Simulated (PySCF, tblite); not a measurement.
# C₁₅H₉S+: electronic excitations, NMR shifts

What do calculations give for the electronic excitations, NMR shifts of C₁₅H₉S+ (`c1ccc2cc3[s+]cc4cccc(c1)c2c43`)?

Programs: tblite 0.8.0 and PySCF 2.14.0, with routines of our own; each step states its level. All values are computed. Atoms count from 0.

### 1 The starting structure

25 atoms, charge 1, multiplicity 1; geometry from: force field, distance geometry or constructed start.

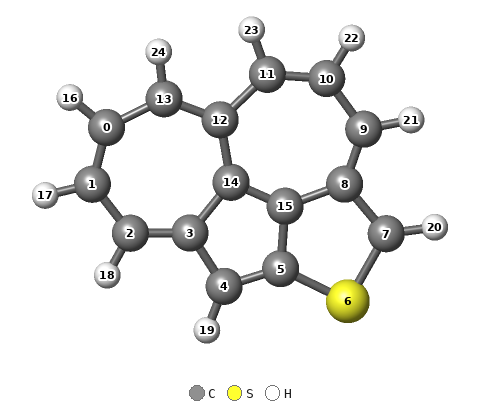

The starting geometry (carbon grey, sulfur yellow, hydrogen white).

### 2 Optimising the geometry with GFN2-xTB

What the job is given:

```
{"job": {"kind": "relax", "xc": "GFN2-xTB", "basis": "xTB"}, "charge": 1, "multiplicity": 1}
C      3.150100    -0.300700     0.446800
C      3.140600     1.040900     0.423300
C      2.038100     1.933700     0.262100
C      0.746100     1.619000     0.077600
C     -0.296200     2.628300    -0.073700
C     -1.423800     1.938400    -0.229400
S     -3.067300     2.315800    -0.467800
C     -3.524600     0.606700    -0.505100
C     -2.342500    -0.281200    -0.327900
C     -2.450600    -1.609100    -0.322600
C     -1.362200    -2.545400    -0.160000
C     -0.049400    -2.327700     0.024600
C      0.724100    -1.067500     0.122100
C      2.058600    -1.241700     0.304600
C      0.136500     0.271100     0.016200
C     -1.172000     0.519800    -0.166000
H      4.114400    -0.778100     0.592600
H      4.101800     1.536800     0.557900
H      2.307100     2.991500     0.288300
H     -0.166100     3.698800    -0.070900
H     -4.542600     0.208600    -0.642700
H     -3.428300    -2.062000    -0.456700
H     -1.679900    -3.581300    -0.183000
H      0.542800    -3.240900     0.119300
H      2.438700    -2.259300     0.375900
```

Started as:

```bash
$ OMP_NUM_THREADS=1 python large_run.py task.json out
```

This one command runs all jobs of the session in turn.

What it wrote:

```text
step      E/eV     max force
  0   -1073.05133    4.078
  1   -1073.60239    1.700
  2   -1073.71309    0.643
  3   -1073.76806    0.585
  4   -1073.79908    0.508
  5   -1073.83314    0.465
  6   -1073.85495    0.294
  7   -1073.86567    0.211
  8   -1073.87182    0.191
  9   -1073.87592    0.131
 10   -1073.87833    0.123
 11   -1073.87959    0.072
 12   -1073.88043    0.064
 13   -1073.88109    0.050
 14   -1073.88152    0.044
 15   -1073.88179    0.035
 16   -1073.88199    0.033
 17   -1073.88213    0.024
 18   -1073.88220    0.015
```

Run time: 0.25 s. Hardware: 1 thread of Arm Neoverse V2, shared host.

The steps of the relaxation:

| step | energy from step 0 (eV) | largest force (eV/Å) |
| --- | --- | --- |
| 0 | 0.0000 | 4.0775 |
| 1 | -0.5511 | 1.6997 |
| 2 | -0.6618 | 0.6427 |
| 3 | -0.7167 | 0.5850 |
| 4 | -0.7477 | 0.5079 |
| 5 | -0.7818 | 0.4643 |
| 6 | -0.8036 | 0.2948 |
| 7 | -0.8143 | 0.2119 |
| 8 | -0.8205 | 0.1919 |
| 9 | -0.8246 | 0.1310 |
| 10 | -0.8270 | 0.1232 |
| 11 | -0.8283 | 0.0714 |
| 12 | -0.8291 | 0.0639 |
| 13 | -0.8298 | 0.0505 |
| 14 | -0.8302 | 0.0444 |
| 15 | -0.8305 | 0.0349 |
| 16 | -0.8307 | 0.0333 |
| 17 | -0.8308 | 0.0235 |
| 18 | -0.8309 | 0.0154 |

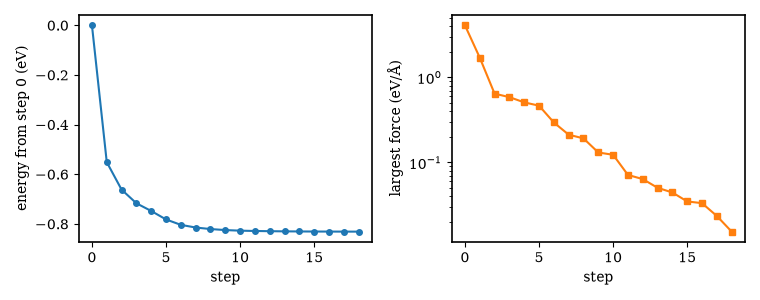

Energy and force, step by step.

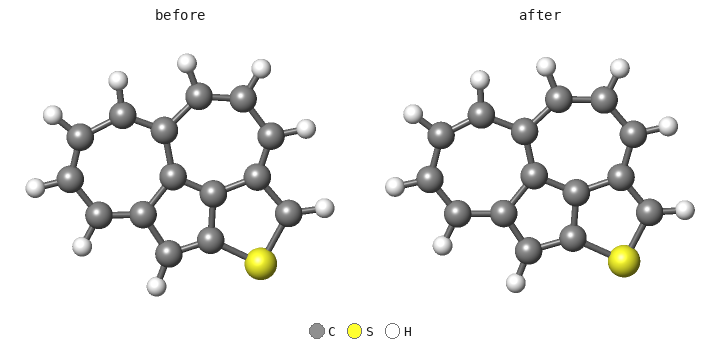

The geometry before (left) and after (right).

Distances of close pairs at the start and the end, largest changes first:

```csv
bond,before (Å),after (Å),change (Å)
C7–C8,1.489,1.404,-0.085
S6–C7,1.770,1.692,-0.077
C0–C13,1.448,1.374,-0.074
C4–C5,1.331,1.399,+0.068
C3–C4,1.459,1.394,-0.065
C0–C1,1.342,1.401,+0.059
C12–C13,1.358,1.417,+0.059
C12–C14,1.466,1.408,-0.058
```

The end geometry stands in the next job.

### 3 Electronic excitations: TDA CAM-B3LYP/6-31G*

What the job is given:

```
{"job": {"kind": "uv", "basis": "6-31G*", "grid": 1, "kgrid": 0, "vcut": 1.5, "nstates": 6, "ntriplets": 2, "tda": true, "delta": [], "pop": true, "xc": "CAM-B3LYP"}, "charge": 1, "multiplicity": 1}
C      3.153955    -0.331417     0.448935
C      3.165350     1.069598     0.431471
C      2.101102     1.922059     0.270771
C      0.751358     1.605495     0.084977
C     -0.248628     2.564088    -0.069192
C     -1.460717     1.883557    -0.231237
S     -3.127551     2.236597    -0.471830
C     -3.530237     0.593331    -0.506352
C     -2.436395    -0.271325    -0.340014
C     -2.491720    -1.655858    -0.328562
C     -1.385219    -2.495435    -0.160452
C     -0.048737    -2.213923     0.023830
C      0.728995    -1.010916     0.117004
C      2.116152    -1.222413     0.315168
C      0.127020     0.257484     0.015012
C     -1.235146     0.491803    -0.180500
H      4.126244    -0.786564     0.591838
H      4.135887     1.529087     0.561582
H      2.317278     2.982636     0.287374
H     -0.104298     3.625924    -0.063018
H     -4.551071     0.290693    -0.646561
H     -3.457337    -2.126494    -0.458408
H     -1.620380    -3.552964    -0.178457
H      0.558845    -3.107454     0.121609
H      2.408687    -2.263101     0.370491
```

Level: TDA CAM-B3LYP/6-31G*, vertical, gas phase, core orbitals frozen in the response, virtual orbitals cut by energy.

What it wrote:

```text
start: PBE on a coarse grid of 22359 points
cycle   1  E = -974.0781328964  dE =  3.085e+00  |g| = 6.091e-01  |ddm| = 6.431e+00
cycle   2  E = -973.2662720121  dE =  8.119e-01  |g| = 1.489e+00  |ddm| = 2.968e+00
cycle   3  E = -974.0415966066  dE = -7.753e-01  |g| = 6.271e-01  |ddm| = 2.812e+00
cycle   4  E = -974.1807024472  dE = -1.391e-01  |g| = 1.998e-01  |ddm| = 9.743e-01
cycle   5  E = -974.1808334889  dE = -1.310e-04  |g| = 1.824e-01  |ddm| = 4.752e-01
cycle   6  E = -974.1784759858  dE =  2.358e-03  |g| = 1.817e-01  |ddm| = 5.488e-01
cycle   7  E = -974.1923240601  dE = -1.385e-02  |g| = 3.795e-02  |ddm| = 3.610e-01
cycle   8  E = -974.1927175838  dE = -3.935e-04  |g| = 1.348e-02  |ddm| = 6.233e-02
cycle   9  E = -974.1927610879  dE = -4.350e-05  |g| = 6.307e-03  |ddm| = 2.198e-02
final grid: 97702 points
cycle  10  E = -974.5394660916  dE = -1.088e-02  |g| = 4.838e-02  |ddm| = 5.440e-01
cycle  11  E = -974.5395235912  dE = -5.750e-05  |g| = 5.359e-02  |ddm| = 1.463e-01
cycle  12  E = -974.5403553054  dE = -8.317e-04  |g| = 1.610e-02  |ddm| = 8.131e-02
cycle  13  E = -974.5404408893  dE = -8.558e-05  |g| = 6.380e-03  |ddm| = 2.649e-02
cycle  14  E = -974.5404587865  dE = -1.790e-05  |g| = 1.620e-03  |ddm| = 1.089e-02
cycle  15  E = -974.5404596951  dE = -9.086e-07  |g| = 1.046e-03  |ddm| = 4.189e-03
cycle  16  E = -974.5404610370  dE = -1.342e-06  |g| = 5.202e-04  |ddm| = 2.973e-03
cycle  17  E = -974.5404586054  dE =  2.432e-06  |g| = 1.639e-04  |ddm| = 1.455e-03
cycle  18  E = -974.5404595223  dE = -9.169e-07  |g| = 1.019e-04  |ddm| = 5.436e-04
cycle  19  E = -974.5404602900  dE = -7.677e-07  |g| = 5.858e-05  |ddm| = 3.543e-04
converged SCF energy = -974.5404602900

Static polarisability (au): isotropic 189.137, principal 52.767 215.051 299.594

Singlet excitations
state   eV       nm        f      main configurations
  1   1.2446    996.2   0.02477   H->L 0.88
  2   2.5529    485.7   0.00201   H->L+1 0.56, H-1->L 0.39
  3   2.8527    434.6   0.09561   H-1->L 0.53, H->L+1 0.32
  4   3.7517    330.5   0.02446   H-2->L 0.76, H->L+2 0.10
  5   3.9452    314.3   0.00463   H-1->L+1 0.51, H->L+2 0.45
  6   4.9039    252.8   0.09330   H-3->L 0.34, H-1->L+2 0.23, H->L+3 0.21

Triplet excitations (Tamm-Dancoff, eV): 0.6449 1.6794
```

It took 39 s on 1 thread of Arm Neoverse V2, shared host; peak memory 0.67 GiB.

Frontier orbitals and where they lie:

| orbital | eV | atoms |
| --- | --- | --- |
| HOMO−4 | -14.16 | C0 22 %, C1 15 %, S6 15 % |
| HOMO−3 | -13.78 | C2 18 %, C12 14 %, C9 12 % |
| HOMO−2 | -12.92 | C10 19 %, S6 14 %, C11 13 % |
| HOMO−1 | -11.52 | C5 22 %, C0 14 %, C7 14 % |
| HOMO | -10.25 | C4 22 %, C1 15 %, C13 14 % |
| LUMO | -6.56 | C9 22 %, C11 21 %, S6 15 % |
| LUMO+1 | -4.98 | C0 17 %, C12 15 %, C2 13 % |
| LUMO+2 | -3.73 | C1 18 %, C13 17 %, C2 11 % |
| LUMO+3 | -2.64 | C7 18 %, C8 14 %, C11 13 % |

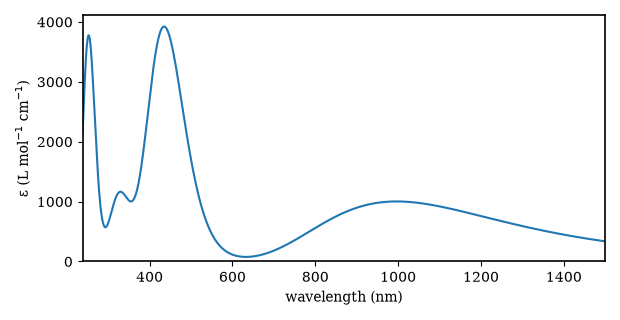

Absorption spectrum: each of the 6 states is a Gaussian band of 0.4 eV half-width at 1/e. Beyond the last state computed it falls off for lack of states.

Further results of this job:

| property | computed |
| --- | --- |
| polarisability (Å³) | 28.03 |
| HOMO–LUMO gap (eV) | 3.70 |
| −ε(HOMO) (eV) | 10.25 |

### 4 NMR shifts: GIAO PBE0/pcSseg-1

The job, as its differences from that of step 3:

```diff
@@ -1,2 +1,2 @@
-{"job": {"kind": "uv", "basis": "6-31G*", "grid": 1, "kgrid": 0, "vcut": 1.5, "nstates": 6, "ntriplets": 2, "tda": true, "delta": [], "pop": true, "xc": "CAM-B3LYP"}, "charge": 1, "multiplicity": 1}
+{"job": {"kind": "nmr", "xc": "PBE0", "basis": "pcSseg-1", "pop": false}, "charge": 1, "multiplicity": 1}
 C      3.153955    -0.331417     0.448935
```

Level: GIAO PBE0/pcSseg-1 NMR shielding, non-relativistic, gas phase.

What it wrote:

```text
start: PBE on a coarse grid of 22359 points
cycle   1  E = -973.6958016114  dE =  3.074e+00  |g| = 6.096e-01  |ddm| = 6.184e+00
cycle   2  E = -972.8765201735  dE =  8.193e-01  |g| = 1.521e+00  |ddm| = 2.791e+00
cycle   3  E = -973.6660094892  dE = -7.895e-01  |g| = 6.084e-01  |ddm| = 2.580e+00
cycle   4  E = -973.7934197909  dE = -1.274e-01  |g| = 2.019e-01  |ddm| = 9.163e-01
cycle   5  E = -973.7950941327  dE = -1.674e-03  |g| = 1.722e-01  |ddm| = 4.347e-01
cycle   6  E = -973.7932572905  dE =  1.837e-03  |g| = 1.695e-01  |ddm| = 4.490e-01
cycle   7  E = -973.8048932369  dE = -1.164e-02  |g| = 3.745e-02  |ddm| = 2.978e-01
cycle   8  E = -973.8052738701  dE = -3.806e-04  |g| = 1.286e-02  |ddm| = 5.602e-02
cycle   9  E = -973.8053118135  dE = -3.794e-05  |g| = 5.790e-03  |ddm| = 1.946e-02
final grid: 206127 points
cycle  10  E = -973.9917500305  dE = -9.075e-03  |g| = 5.535e-02  |ddm| = 6.136e-01
cycle  11  E = -973.9901617324  dE =  1.588e-03  |g| = 8.773e-02  |ddm| = 1.556e-01
cycle  12  E = -973.9922883875  dE = -2.127e-03  |g| = 2.983e-02  |ddm| = 1.345e-01
cycle  13  E = -973.9925668877  dE = -2.785e-04  |g| = 7.502e-03  |ddm| = 4.266e-02
cycle  14  E = -973.9925785641  dE = -1.168e-05  |g| = 2.703e-03  |ddm| = 1.160e-02
cycle  15  E = -973.9925852688  dE = -6.705e-06  |g| = 1.312e-03  |ddm| = 4.608e-03
cycle  16  E = -973.9925824087  dE =  2.860e-06  |g| = 4.103e-04  |ddm| = 2.043e-03
cycle  17  E = -973.9925829646  dE = -5.558e-07  |g| = 1.828e-04  |ddm| = 6.919e-04
cycle  18  E = -973.9925811430  dE =  1.822e-06  |g| = 4.952e-05  |ddm| = 3.171e-04
converged SCF energy = -973.9925811430

GIAO shielding tensors (ppm)
atom      isotropic    diamagn.    paramagn.     s11        s22        s33       span
  0 C       35.147     255.061    -219.915    -81.164     20.540    166.064    247.228
  1 C       51.423     257.301    -205.878    -53.154     38.502    168.922    222.076
  2 C       35.063     247.713    -212.650    -66.549     18.583    153.156    219.705
  3 C       40.923     257.296    -216.374    -42.490     26.157    139.101    181.591
  4 C       66.230     246.199    -179.968     -4.034     43.746    158.978    163.012
  5 C       32.201     272.807    -240.607    -21.145    -11.350    129.097    150.242
  6 S      172.574    1054.061    -881.486    -46.705    107.910    456.518    503.223
  7 C       19.342     260.153    -240.811    -81.395      9.102    130.319    211.714
  8 C       40.241     254.638    -214.397    -43.113      7.887    155.949    199.062
  9 C       27.123     253.551    -226.428    -64.770    -11.383    157.520    222.290
 10 C       45.754     256.785    -211.030    -60.391     35.280    162.374    222.765
 11 C       10.879     255.036    -244.157    -86.733    -14.435    133.804    220.538
 12 C       35.321     254.777    -219.455    -39.660     -9.968    155.592    195.252
 13 C       48.927     254.386    -205.458    -41.771     49.286    139.267    181.038
 14 C       41.744     242.354    -200.610    -45.402      4.809    165.824    211.226
 15 C       60.282     251.156    -190.874      4.593     27.929    148.324    143.732
 16 H       22.647      26.973      -4.326     16.969     23.495     27.478     10.509
 17 H       23.187      26.648      -3.461     17.560     24.690     27.310      9.750
 18 H       22.101      29.541      -7.440     15.261     22.605     28.436     13.176
 19 H       22.371      32.495     -10.124     14.827     25.447     26.839     12.012
 20 H       21.426      29.681      -8.255     15.945     22.425     25.907      9.962
 21 H       22.159      29.324      -7.165     16.262     22.374     27.840     11.578
 22 H       22.796      27.378      -4.582     17.112     24.154     27.121     10.008
 23 H       21.955      31.862      -9.908     15.447     21.523     28.894     13.446
 24 H       23.191      31.577      -8.386     16.351     24.379     28.843     12.492
```

Run time: 38 s. Hardware: 1 thread of Arm Neoverse V2, shared host; peak memory 0.71 GiB.

Shifts follow as δ = σ(reference) − σ, with reference shieldings (ppm) from runs at the same level and on the same kind of geometry: 1H TMS 31.72, 13C TMS 186.9, 33S CS2 504. The references are single molecules in the gas phase.

```csv
atoms,environment,σ (ppm),δ (ppm)
C11,aromatic CH,10.9,176.0
C7,aromatic CH next to the ring sulfur,19.3,167.6
C9,aromatic CH,27.1,159.8
C5,ring-fusion aromatic carbon,32.2,154.7
C2,aromatic CH,35.1,151.9
C0,aromatic CH,35.1,151.8
C12,ring-fusion aromatic carbon,35.3,151.6
C8,ring-fusion aromatic carbon,40.2,146.7
C3,ring-fusion aromatic carbon,40.9,146.0
C14,ring-fusion aromatic carbon,41.7,145.2
C10,aromatic CH,45.8,141.2
C13,aromatic CH,48.9,138.0
C1,aromatic CH,51.4,135.5
C15,ring-fusion aromatic carbon,60.3,126.6
C4,aromatic CH,66.2,120.7
H20,hydrogen on an aromatic CH next to the ring sulfur,21.43,10.29
H23,hydrogen on an aromatic CH,21.95,9.76
H18,hydrogen on an aromatic CH,22.10,9.62
H21,hydrogen on an aromatic CH,22.16,9.56
H19,hydrogen on an aromatic CH,22.37,9.35
H16,hydrogen on an aromatic CH,22.65,9.07
H22,hydrogen on an aromatic CH,22.80,8.92
H17,hydrogen on an aromatic CH,23.19,8.53
H24,hydrogen on an aromatic CH,23.19,8.53
S6,aromatic ring sulfur,173,331
```

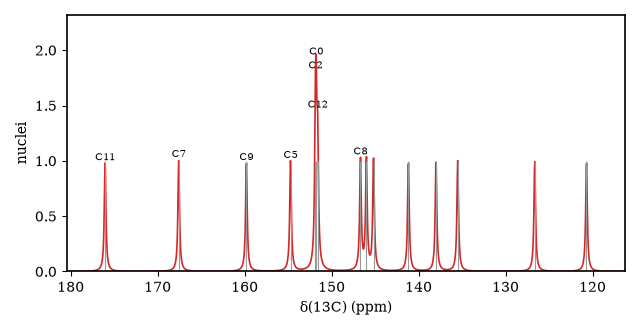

13C lines at the computed shifts, without couplings. Lines are broadened to a width of 0.22 ppm (Lorentzian).

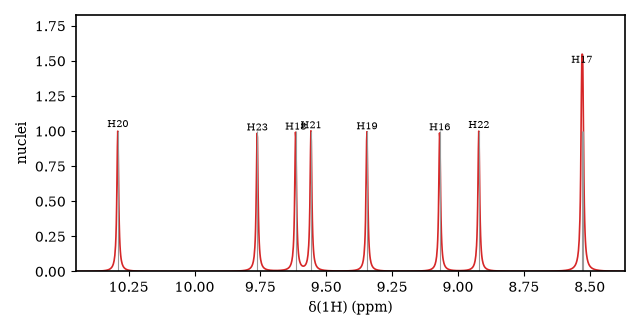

1H lines at the computed shifts, without couplings. Lines are broadened to a width of 0.01 ppm (Lorentzian).

Ring of atoms C0, C1, C2, C3, C12, C13, C14: NICS(0) -4.1, NICS(1) -7.4, NICS(1)zz -17.3 ppm (means of both faces).

Ring of atoms C3, C4, C5, C14, C15: NICS(0) -21.6, NICS(1) -22.1, NICS(1)zz -58.0 ppm (means of both faces).

Ring of atoms C5, S6, C7, C8, C15: NICS(0) -15.6, NICS(1) -16.3, NICS(1)zz -40.5 ppm (means of both faces).

### 5 Summary of results

| quantity | value |
| --- | --- |
| lowest singlet (CAM-B3LYP/6-31G*) | 1.24 eV (996 nm), f = 0.025 |
| brightest single state of those computed | state 3, 2.85 eV, f = 0.096 |
| lowest triplet | 0.64 eV |
| 13C shifts against TMS (PBE0/pcSseg-1) | 176.0, 167.6, 159.8, 154.7, 151.9, 151.8, 151.6, 146.7, 146.0, 145.2, 141.2, 138.0, 135.5, 126.6 ppm and more |
| 1H shifts against TMS (PBE0/pcSseg-1) | 10.29, 9.76, 9.62, 9.56, 9.35, 9.07, 8.92, 8.53, 8.53 ppm |
| 33S shifts against CS2 (PBE0/pcSseg-1) | 331 ppm |

In words: The first singlet state (HOMO→LUMO 0.88) lies at 1.24 eV and is weak; of the 6 states computed, the strongest absorption comes from state 3 at 2.85 eV (the last state computed is bright too, and its partners may lie past the list). State 3 absorbs in the visible (435 nm). The lowest triplet lies 0.60 eV below the lowest singlet. At PBE0/pcSseg-1: The widest tensor belongs to S6: span 503 ppm, with a paramagnetic part of -881 ppm. NICS(1)zz of -17 ppm above the planar ring from C0 marks a diatropic (aromatic) ring current. NICS(1)zz of -58 ppm above the planar ring from C3 marks a diatropic (aromatic) ring current. NICS(1)zz of -41 ppm above the planar ring from C5 marks a diatropic (aromatic) ring current.
